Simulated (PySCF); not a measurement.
# C2H6Si, SMILES `C=C[SiH3]`: electronic structure

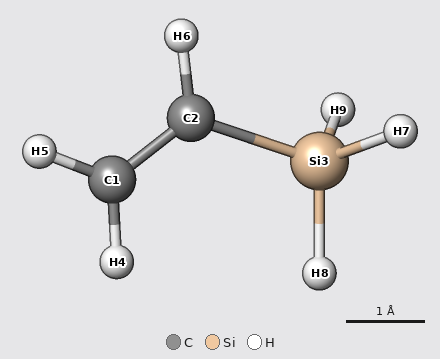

The molecule, with its atoms numbered as below. No frequency check shows the geometry to be a minimum.

Geometry (Å), atoms numbered from 1:

```
C1      -1.7559   -0.2761    0.0001
C2      -0.6925    0.5118   -0.0002
Si3      1.0937   -0.0782   -0.0001
H4      -1.6632   -1.3506    0.0004
H5      -2.7667    0.1052   -0.0001
H6      -0.8537    1.5844   -0.0002
H7       1.7638    0.4408    1.1968
H8       1.1323   -1.5408   -0.0009
H9       1.7653    0.4416   -1.1946
```

## 1. Bonding charge

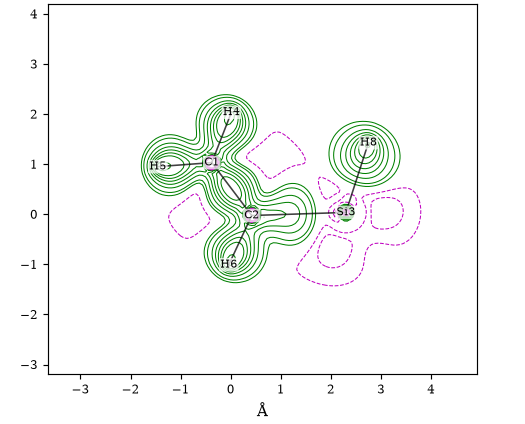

Deformation density (molecule less spherical, spin-averaged free atoms) in the plane of C1, C2, Si3, H4, H5, H6 and H8; contours at ±0.05 to ±0.8 e/Å³; solid green lines: gain, dashed magenta lines: loss.

Level of theory: B3LYP/def2-SVP (PySCF), at a geometry from GFN2-xTB.

Question: Describe the bonding that the map shows.

Answer: C1–H4: +0.72 e/Å³ at the bond critical point (bond length 1.08 Å, Mayer order 1.0). C1–H5: +0.71 e/Å³ at the bond critical point (bond length 1.08 Å, Mayer order 1.0). C1–C2: +0.71 e/Å³ at the bond critical point (bond length 1.32 Å, Mayer order 2.0). C2–H6: +0.68 e/Å³ at the bond critical point (bond length 1.08 Å, Mayer order 0.9). Si3–H8: +0.17 e/Å³ at the bond critical point (bond length 1.46 Å, Mayer order 0.9). C2–Si3: +0.14 e/Å³ at the bond critical point (bond length 1.88 Å, Mayer order 1.0). In all, 2.0 electrons gather in the regions of gain relative to the promolecule. A small or negative value marks a very polar bond, one between electron-rich atoms, whose free-atom densities already overlap strongly, a long bond to a heavier atom, or a closed-shell contact such as a hydrogen bond.

Question: Where do the Hirshfeld charges lie?

Answer: The highest Hirshfeld charge is on Si3 (+0.34 e), the lowest on C2 (−0.13 e).

## 2. Electrostatic potential

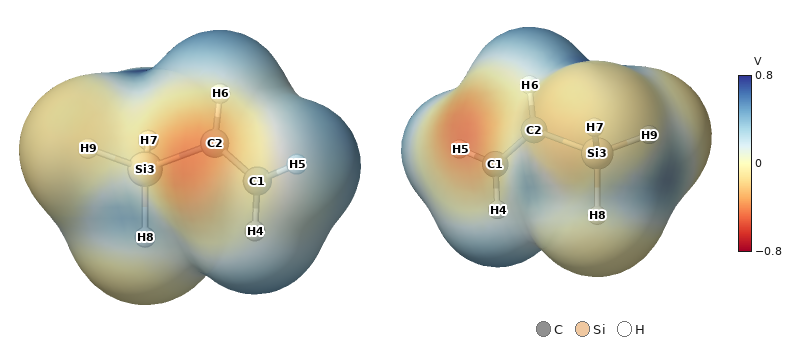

Electrostatic potential on the surface of electron density 0.001 a.u. (back view left, front view right).

Question: Where are the extremes of the potential on the surface?

Answer: Highest: 0.72 V, 1.9 Å from H6. Further maxima include 0.53 V, 1.4 Å from H5; 0.51 V, 1.4 Å from H6. Lowest: −0.44 V, off the C1–C2 bond (2.2 Å from its atoms), and at like points elsewhere. Further minima include −0.13 V, 1.5 Å from H7, and at like points elsewhere. The surface is sampled at points, so like sites can differ by a few per cent and only the strongest of them is named.

## 3. Excited states

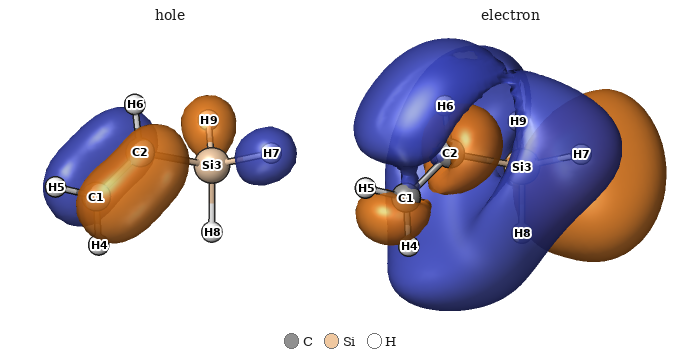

Leading natural transition orbital pair of T₃ (TDA triplet states); the surfaces enclose about 78 % of each orbital's density.

Computed with PySCF, PBE0/6-311G**, geometry: GFN2-xTB. Without diffuse functions Rydberg states are missing, so the states' numbers hold for this basis only.

Question: Where does the state lie, and where do hole and electron sit?

Answer: 7.29 eV (170 nm), spin-forbidden from the singlet ground state, partly diffuse acceptor orbital, which a basis without diffuse functions describes poorly; the leading pair carries 99 %; hole on C1 (36 %), C2 (33 %) and Si3 (10 %), electron on Si3 (45 %), C2 (12 %) and H7, H8 and H9 (8 % each) (atom shares of so diffuse an orbital are rough); their centroids lie 1.6 Å apart. In canonical orbitals it is mainly HOMO → LUMO+1 (96 %). The HOMO–LUMO gap is 7.75 eV.

## 4. In an electric field

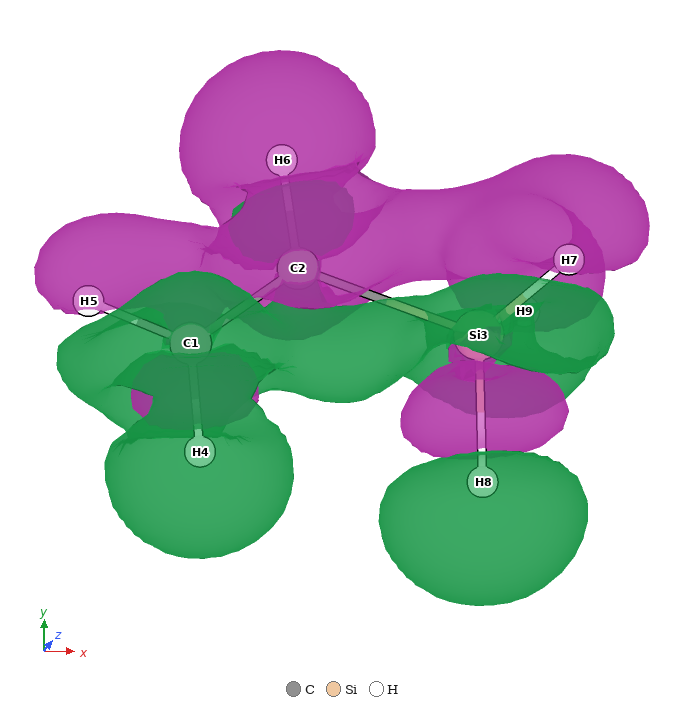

Change of the electron density in a uniform field of 0.10 V/Å, surfaces at ±0.0005 e/Å³ (green: gain, purple: loss).

Method: HF/6-311+G**; geometry: GFN2-xTB; program: PySCF. The basis has diffuse s and p functions alone, which still leaves polarisabilities too small, most of all across bonds.

The field was applied in both directions; the picture shows the one opposite to the script's first.

Question: Along which Cartesian direction does the field point?

Answer: Along +y: electrons gather on the −y side, against the field.

Question: How large is the response?

Answer: The induced dipole is 0.23 D (along the field); α along this axis, from the fields in both directions, is 46 bohr³ (6.8 Å³).

## 5. Localised orbitals

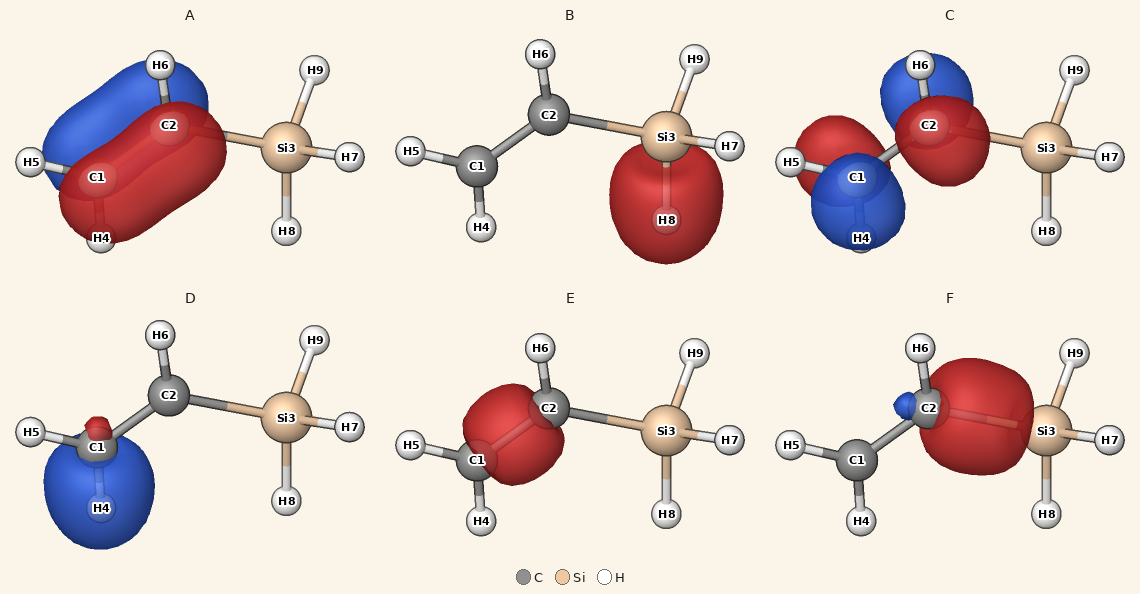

Intrinsic bond orbitals (IBO), occupied and valence-virtual; each surface holds about 70 % of the orbital's density. Energies are diagonal elements of the Fock matrix.

Method: PBE/def2-SVP; geometry: GFN2-xTB; program: PySCF.

Question: What does each orbital represent in a Lewis picture?

Answer: By panel:
- A: π bond C2–C1 (C2 50 %, C1 48 %; −7.0 eV)
- B: σ bond H8–Si3 (H8 55 %, Si3 45 %; −9.7 eV)
- C: π* orbital C1–C2 (C1 50 %, C2 49 %; 0.0 eV)
- D: σ bond C1–H4 (C1 57 %, H4 42 %; −11.9 eV)
- E: σ bond C2–C1 (C2 50 %, C1 50 %; −15.6 eV)
- F: σ bond C2–Si3 (C2 62 %, Si3 37 %; −10.6 eV)

Question: Which has the smallest and which the largest spatial spread?

Answer: Smallest: E (0.73 Å); largest: A (1.22 Å).

Question: How do all the valence pairs divide up?

Answer: 9 pairs: 8 σ bonds and 1 two-centre π bond.

## 6. Stretching a bond

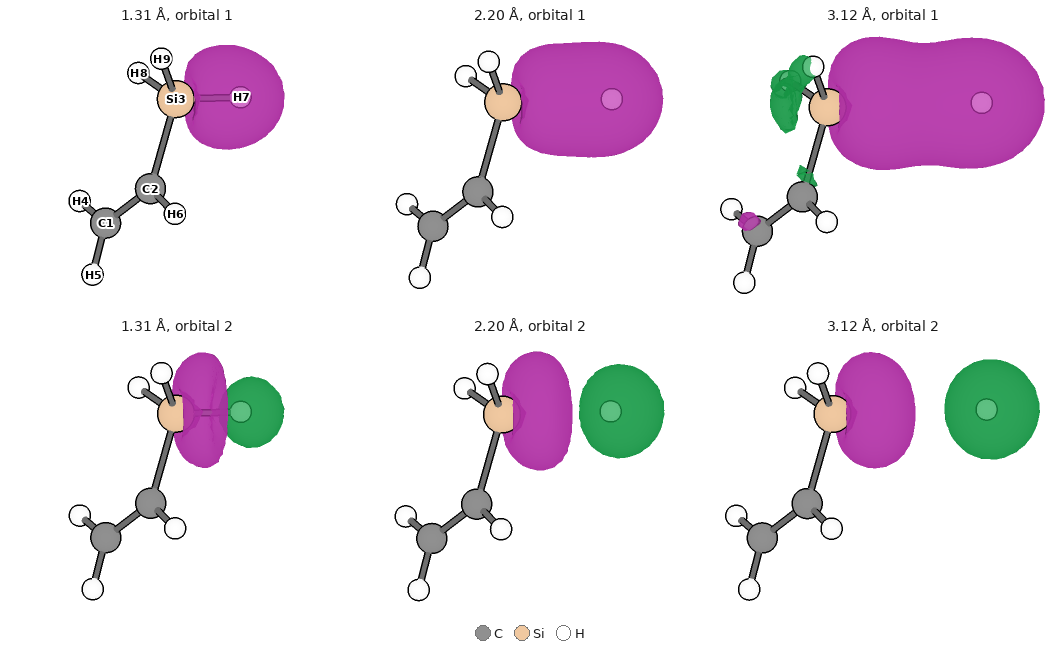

Rigid stretch of the Si3–H7 bond. The two CASSCF(2,2) natural orbitals nearest half filling (orbital 1 the more occupied).

Level of theory: def2-SVP basis (PySCF), at a geometry from GFN2-xTB.

Question: How do the occupations change along the stretch?

Answer: 1.31 Å: 1.99 and 0.01; 2.20 Å: 1.90 and 0.10; 3.12 Å: 1.55 and 0.45. At the longest distance computed (3.98 Å) they are 1.21 and 0.79, and the effective number of unpaired electrons is 1.8.

Question: Where does the UHF solution part from RHF?

Answer: Between 1.92 Å (⟨S²⟩ = 0, the two coincide) and 2.20 Å (⟨S²⟩ = 0.14); at 3.98 Å ⟨S²⟩ is 1.09 and UHF lies 3.3 eV below RHF.

Question: How much energy does the stretch cost?

Answer: By CASSCF, 3.6 eV from the lowest point of the scan (1.56 Å) to 3.98 Å; RHF gives 6.5 eV from its own lowest point. The fragments aren't relaxed and dynamic correlation is missing, so this isn't a bond dissociation energy.
